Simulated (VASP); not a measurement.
Band structure of CsPbCl$_{3}$ (cubic perovskite). Level of theory: revPBE GGA, VASP's PBE PAW potentials (set 64) (plane waves; VASP).

Unless said otherwise, spin-orbit coupling is left out, though it shifts the bands of the heavy elements here.

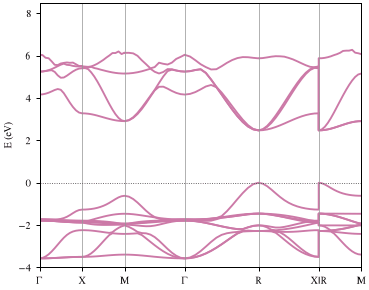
*Bands along high-symmetry lines, zero at the valence-band maximum or, without a gap, the Fermi level*

Task: Read the plot: is there a gap, and where are the band edges?

Result: The gap is direct, 2.47 eV, from the valence maximum at R to the conduction minimum at R. (Edges off the drawn lines would not show.)

The compound is CsPbCl3 in the cubic perovskite structure, the ideal cubic form; the compound distorts at low or room temperature. It was relaxed first, which changed the volume by +12 %.
